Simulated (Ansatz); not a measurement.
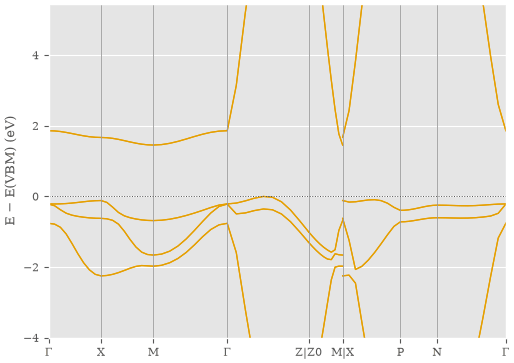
Fig. 1. Band structure from DFT-r²SCAN+D4 with spin–orbit coupling in the program Ansatz with PAW potentials

Task: Read off the gap and where the band edges lie.

Result: About 1.5 eV (1.45 eV by a search for the band edges); maximum on the Γ–Z line, 47 % of the way from Γ, minimum at M.

The material is HBr in space group I4/mmm (No. 139; H on 2a, Br on 2b).

The workflow started from an entry of the Crystallography Open Database (COD); the relaxed space group is not among those it files for this formula. COD files the formula under space group No. 36, 69, 225. The r²SCAN+D4 relaxation kept the symmetry of its start; its stability against distortions is not shown here. The substance is a gas or liquid at ambient conditions.

Potentials: the later of the program's two PAW sets.
